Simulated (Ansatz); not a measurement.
**Run report: SiPH7O, geometry relaxation (part 2 of 2)**

The same run, continued: SiPH7O; RKS LDA/6-31G* (Ansatz 0.2.0). The input holds or restrains some coordinates. It belongs to a series of runs on one base structure; here: pulled along the bonds that form and break, towards end B.

Geometry of the input (Å):
```
Si 0.0000  0.0000  0.0000
O  0.0000  0.0000  2.0300
H  -0.9095  -0.2814  2.3671
H  1.3768  0.0000  -0.4862
H  -0.6877  1.1914  -0.4862
H  -0.6877  -1.1914  -0.4862
P  1.2944  -1.9656  0.7820
H  0.4981  -3.1353  0.6631
H  2.4646  -2.1080  -0.0096
H  0.6725  -1.0212  1.8891
```

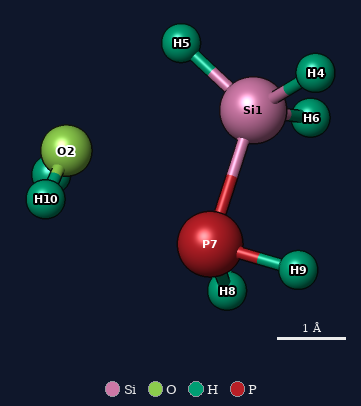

**Figure 1.** The geometry at step 12 of the log (ball-and-stick view, seen at a tilt; atoms are numbered from 1 in the order of the input).

**Trajectory as extended XYZ, continued**
```
10
Properties=species:S:1:pos:R:3:forces:R:3 step=4 energy=-19240.07581
Si    0.1335   -0.2117   -0.3098   -0.4688   0.5266   1.1886
O    -0.0352    0.0773    2.4343   -0.6776   0.6716  -0.6533
H    -0.9462   -0.2839    2.3909   -0.0909   0.0554   0.1843
H     1.4876    0.0755   -0.5932    1.5819   1.2230  -1.4284
H    -0.6685    1.1666   -0.4231    0.5002  -0.6782   0.7769
H    -0.8017   -1.2438   -0.5781   -1.8494  -0.5452  -1.1869
P     1.2687   -2.0291    0.4031   -1.1760   0.5790   1.4710
H     0.5122   -3.1931    0.6416    0.3707  -0.5885  -0.0842
H     2.5542   -2.1484   -0.0595    1.0528  -0.5023  -0.1553
H     0.5170   -0.7209    2.3568    0.7570  -0.7414  -0.1129
10
Properties=species:S:1:pos:R:3:forces:R:3 step=5 energy=-19240.76918
Si    0.1593   -0.2643   -0.3413   -0.2668   0.2794   0.2231
O    -0.0756    0.1216    2.4860    0.4260  -0.6963  -0.4980
H    -0.9629   -0.2890    2.4118   -0.0800   0.0227   0.1319
H     1.5287    0.1820   -0.7475    0.0860   0.3684  -0.8672
H    -0.6123    1.0994   -0.3275    0.3937  -0.5037   0.7727
H    -0.9413   -1.2074   -0.7088   -0.5198   0.2385  -0.7576
P     1.2409   -2.0370    0.3683   -0.1897   0.0394   1.0848
H     0.5609   -3.2506    0.6467    0.2663  -0.1454  -0.0912
H     2.5870   -2.1867   -0.0041    0.2201  -0.2017   0.1194
H     0.5368   -0.6795    2.4793   -0.3358   0.5985  -0.1178
10
Properties=species:S:1:pos:R:3:forces:R:3 step=6 energy=-19241.37374
Si    0.1774   -0.3141   -0.3702   -0.3638   0.5091  -0.1166
O    -0.1112    0.1594    2.4407   -0.0635  -1.0400  -0.1112
H    -0.9840   -0.3073    2.5368    0.5174   0.3443  -0.0139
H     1.4887    0.1927   -0.9259   -0.2095   0.0236  -0.7056
H    -0.5460    1.0393   -0.1487    0.3805  -0.6075   0.6298
H    -0.9800   -1.1397   -0.8822    0.0366   0.2117  -0.6574
P     1.2477   -2.0495    0.4498   -0.1381   0.1525   1.6761
H     0.5878   -3.3016    0.5869    0.1753   0.0565  -0.2908
H     2.5946   -2.1902    0.0708    0.0536  -0.1770  -0.2356
H     0.5465   -0.6006    2.5051   -0.3885   0.5268  -0.1748
10
Properties=species:S:1:pos:R:3:forces:R:3 step=7 energy=-19242.00268
Si    0.2004   -0.3664   -0.3918   -0.4931   0.8200  -0.6513
O    -0.1342    0.1862    2.4095   -0.6626  -1.8896   0.6107
H    -1.0049   -0.3145    2.5900    1.3220   0.8959  -0.2703
H     1.4461    0.1859   -1.1003   -0.5447  -0.2428  -0.3561
H    -0.4842    0.9653    0.0211    0.4724  -0.8678   0.2584
H    -0.9828   -1.0961   -1.0510    0.5358   0.2842  -0.2950
P     1.2705   -2.0297    0.6090   -0.0980  -0.1445   2.0324
H     0.5976   -3.3089    0.5206    0.2870   0.5037  -0.4740
H     2.5661   -2.1903    0.0549   -0.2008  -0.1694  -0.4964
H     0.5470   -0.5431    2.6011   -0.6180   0.8104  -0.3582
10
Properties=species:S:1:pos:R:3:forces:R:3 step=8 energy=-19242.47899
Si    0.2387   -0.4280   -0.3926   -0.5938   1.2082  -0.8891
O    -0.1647    0.2031    2.3912   -0.4712  -2.3124   1.3176
H    -1.0181   -0.3236    2.6091    1.3815   1.0646  -0.3947
H     1.4065    0.1563   -1.2272   -0.6119  -0.4108  -0.0133
H    -0.4229    0.8740    0.1388    0.4918  -0.9208  -0.0916
H    -0.9401   -1.0833   -1.1610    0.7294   0.1917   0.0654
P     1.3006   -1.9989    0.7992    0.1566  -1.0102   0.4633
H     0.5915   -3.2631    0.4119    0.5263   1.0740   0.0389
H     2.4914   -2.1830   -0.0340   -0.6780  -0.0007   0.1126
H     0.5385   -0.4650    2.7277   -0.9307   1.1163  -0.6091
10
Properties=species:S:1:pos:R:3:forces:R:3 step=9 energy=-19242.65141
Si    0.2376   -0.4157   -0.4277   -0.4412   0.8621  -0.8394
O    -0.1253    0.1269    2.3778   -0.3907  -1.6570   1.3845
H    -0.9838   -0.3697    2.5889    1.0894   0.7895  -0.2911
H     1.3828    0.1430   -1.2872   -0.4742  -0.3000  -0.0280
H    -0.4184    0.8528    0.1184    0.3329  -0.6014  -0.0042
H    -0.9087   -1.0827   -1.2115    0.5613   0.1576   0.0402
P     1.2688   -1.9463    0.8224    0.2751  -0.5923   0.7231
H     0.5699   -3.1730    0.4436    0.2213   0.5197  -0.0934
H     2.4401   -2.1691    0.0065   -0.3301  -0.0596  -0.1193
H     0.5584   -0.4777    2.8320   -0.8440   0.8812  -0.7724
10
Properties=species:S:1:pos:R:3:forces:R:3 step=10 energy=-19242.82996
Si    0.2878   -0.4017   -0.4213   -0.4583   0.6869  -0.9586
O    -0.1859    0.0852    2.3868   -0.1787  -1.3871   1.1595
H    -1.0309   -0.4087    2.6000    0.6873   0.5671  -0.1882
H     1.3458    0.1382   -1.3764   -0.2337  -0.1854   0.0441
H    -0.3585    0.8265    0.1751    0.2406  -0.3405  -0.0398
H    -0.8177   -1.0877   -1.2223    0.3110   0.1036   0.0937
P     1.3689   -1.8774    0.8339    0.5042  -0.4647   0.4489
H     0.5496   -3.0455    0.5904    0.0297   0.2684  -0.0362
H     2.3596   -2.2519   -0.1568   -0.2654   0.0215   0.0910
H     0.5030   -0.4885    2.8536   -0.6367   0.7303  -0.6145
10
Properties=species:S:1:pos:R:3:forces:R:3 step=11 energy=-19242.94187
Si    0.3313   -0.3891   -0.4416   -0.2632   0.4849  -0.9633
O    -0.2623   -0.0070    2.3706   -0.0865  -0.8384   0.8831
H    -1.0808   -0.4442    2.7196    0.3717   0.2864  -0.1939
H     1.3277    0.1084   -1.4584   -0.0360   0.0046  -0.0572
H    -0.2878    0.8047    0.1905    0.0825   0.0466   0.0472
H    -0.7502   -1.0976   -1.2194    0.0212  -0.0068   0.0386
P     1.4607   -1.8022    0.8141    0.4630  -0.6348   0.3412
H     0.5071   -2.8797    0.6815    0.1082   0.1262   0.0684
H     2.3122   -2.3185   -0.2530   -0.2944   0.1299   0.2406
H     0.4637   -0.4863    2.8592   -0.3664   0.4013  -0.4046
10
Properties=species:S:1:pos:R:3:forces:R:3 step=12 energy=-19242.99428
Si    0.3607   -0.3537   -0.4690   -0.2434   0.3285  -0.8993
O    -0.2987   -0.1006    2.3430    0.2439  -0.6507   0.8295
H    -1.0839   -0.5823    2.6953    0.2173   0.1551  -0.1051
H     1.3080    0.1099   -1.5470    0.0165   0.0059   0.0078
H    -0.2160    0.8457    0.1828    0.0334   0.1373   0.0504
H    -0.7354   -1.0776   -1.2034   -0.0734  -0.0015   0.0477
P     1.5009   -1.7293    0.8165    0.4259  -0.8264   0.1611
H     0.4893   -2.7723    0.8486    0.2064   0.2593   0.0039
H     2.2367   -2.3745   -0.2797   -0.2867   0.2200   0.3857
H     0.4599   -0.4767    2.8759   -0.5399   0.3726  -0.4818
10
Properties=species:S:1:pos:R:3:forces:R:3 step=13 energy=-19243.01026
Si    0.3877   -0.3389   -0.4918   -0.3001   0.3982  -0.7431
O    -0.3877   -0.2104    2.2911    0.8682  -0.7458   1.5205
H    -1.0628   -0.7560    2.7844    0.6009   0.3959  -0.3677
H     1.3245    0.0851   -1.5958   -0.0043  -0.0096   0.0023
H    -0.1284    0.8923    0.1663    0.0565   0.0692   0.0017
H    -0.7523   -1.0519   -1.1739   -0.0163   0.0502   0.0717
P     1.5147   -1.6978    0.8232    0.2143  -0.6549   0.3117
H     0.4561   -2.6810    0.8952    0.1928   0.1409   0.0301
H     2.1893   -2.3928   -0.2577   -0.0588   0.0845   0.1610
H     0.4804   -0.3601    2.8223   -1.5532   0.2713  -0.9883
10
Properties=species:S:1:pos:R:3:forces:R:3 step=14 energy=-19243.09694
Si    0.4026   -0.3256   -0.4900   -0.3800   0.4246  -0.6155
O    -0.4593   -0.2697    2.2651    0.5464  -0.3335   0.8583
H    -1.0864   -0.8364    2.7761    0.2512   0.1658  -0.2204
H     1.2770   -0.0204   -1.6843   -0.0396  -0.0218   0.0350
H     0.0530    0.9754    0.1529    0.0543   0.0258  -0.0155
H    -0.8485   -0.9731   -1.0301    0.0400   0.0707   0.0836
P     1.5374   -1.6772    0.8276    0.3323  -0.5526   0.3418
H     0.5062   -2.6767    0.9082    0.0821   0.0507  -0.0042
H     2.2372   -2.3590   -0.2403   -0.0353   0.0445   0.1311
H     0.4024   -0.3486    2.7779   -0.8515   0.1258  -0.5942
10
Properties=species:S:1:pos:R:3:forces:R:3 step=15 energy=-19243.14168
Si    0.4032   -0.3144   -0.4736   -0.4572   0.5764  -0.5132
O    -0.5202   -0.2553    2.2550   -0.0917  -0.5581   0.5046
H    -1.0793   -0.9515    2.6907    0.3618   0.4245  -0.3184
H     1.2059   -0.1130   -1.7414   -0.0853  -0.0254   0.0565
H     0.2063    1.0452    0.1427    0.0716  -0.1713  -0.0922
H    -0.9351   -0.8938   -0.8735    0.1384   0.0993   0.0819
P     1.5489   -1.6714    0.8315    0.3446  -0.3349   0.6102
H     0.5436   -2.6867    0.8880   -0.0428  -0.0720  -0.0050
H     2.3024   -2.3444   -0.1866    0.0337  -0.0186  -0.0815
H     0.3457   -0.3262    2.7304   -0.2731   0.0802  -0.2427
10
Properties=species:S:1:pos:R:3:forces:R:3 step=16 energy=-19243.17581
Si    0.4290   -0.3090   -0.4666   -0.5555   0.4509  -0.4219
O    -0.6090   -0.3305    2.2190    0.4242   0.0019   0.2652
H    -1.0432   -1.0758    2.6892    0.1470   0.0998  -0.0875
H     1.1087   -0.2066   -1.8103    0.0414  -0.0465   0.0490
H     0.4005    1.0723    0.1038    0.0147   0.0517   0.0120
H    -0.9764   -0.7711   -0.7255    0.0346   0.0145   0.0328
P     1.5346   -1.6634    0.8769    0.3732  -0.4478   0.3923
H     0.5660   -2.7195    0.8516   -0.0325   0.0047  -0.0185
H     2.3391   -2.2778   -0.1442    0.0866  -0.0370   0.0253
H     0.2721   -0.2301    2.6693   -0.5340  -0.0922  -0.2488
10
Properties=species:S:1:pos:R:3:forces:R:3 step=17 energy=-19243.18743
Si    0.3984   -0.3027   -0.4377   -0.3550   0.4895  -0.4815
O    -0.6424   -0.2878    2.2452    0.3874  -0.1912   0.2310
H    -0.9149   -1.1761    2.5731    0.0577   0.2485  -0.0826
H     1.0853   -0.2907   -1.7814   -0.0405   0.0035  -0.0075
H     0.4445    1.1051    0.0732    0.0295  -0.0287   0.0386
H    -1.0267   -0.7097   -0.6580    0.0076  -0.0162   0.0218
P     1.4800   -1.6811    0.9017    0.3889  -0.5418   0.4607
H     0.5421   -2.7639    0.7533    0.0552   0.0708   0.0075
H     2.4002   -2.2397   -0.0594   -0.0744   0.0358   0.0322
H     0.2551   -0.1648    2.6531   -0.4563  -0.0702  -0.2202
10
Properties=species:S:1:pos:R:3:forces:R:3 step=18 energy=-19243.18336 accepted=F
Si    0.4129   -0.3076   -0.4562   -0.3927   0.4557  -0.2691
O    -0.6607   -0.2971    2.2145    0.4950   0.0884   0.1762
H    -0.9890   -1.1505    2.5634   -0.0053  -0.0297   0.0031
H     1.0160   -0.2949   -1.8401    0.0036  -0.0135   0.0463
H     0.5453    1.0711    0.1123   -0.0795   0.0679  -0.1065
H    -1.0223   -0.7184   -0.5799    0.0020   0.0634  -0.0311
P     1.5100   -1.6561    0.8999    0.3798  -0.5050   0.4021
H     0.5826   -2.7420    0.7707   -0.0327  -0.0388   0.0154
H     2.4019   -2.2223   -0.0739    0.0854  -0.0281  -0.0028
H     0.2250   -0.1938    2.6525   -0.4555  -0.0604  -0.2335
10
Properties=species:S:1:pos:R:3:forces:R:3 step=19 energy=-19243.19281
Si    0.4081   -0.3029   -0.4427   -0.3973   0.4704  -0.4029
O    -0.6547   -0.2987    2.2316    0.4770   0.0608   0.1516
H    -0.9542   -1.1665    2.5729    0.0005   0.0055  -0.0042
H     1.0509   -0.3004   -1.8071   -0.0055   0.0004  -0.0009
H     0.4900    1.0990    0.0786    0.0034  -0.0013  -0.0003
H    -1.0248   -0.7015   -0.6173   -0.0011  -0.0019   0.0025
P     1.4995   -1.6713    0.8995    0.3758  -0.4672   0.4704
H     0.5632   -2.7515    0.7663    0.0013   0.0008  -0.0021
H     2.4044   -2.2336   -0.0680   -0.0008   0.0021   0.0003
H     0.2391   -0.1840    2.6493   -0.4533  -0.0694  -0.2144
```

**Summary**

```tsv
quantity	value
outcome	converged under the restraints of the input
total energy	−19243.1928 eV
mean-field energy	−19243.1928 eV
largest force (length of the vector) at the end, held atoms and coordinates included	0.762 eV/Å
hardware	1 thread of Arm Neoverse V1, 24 GiB of memory available, shared host
wall time	32 s
peak memory	0.13 GiB
```
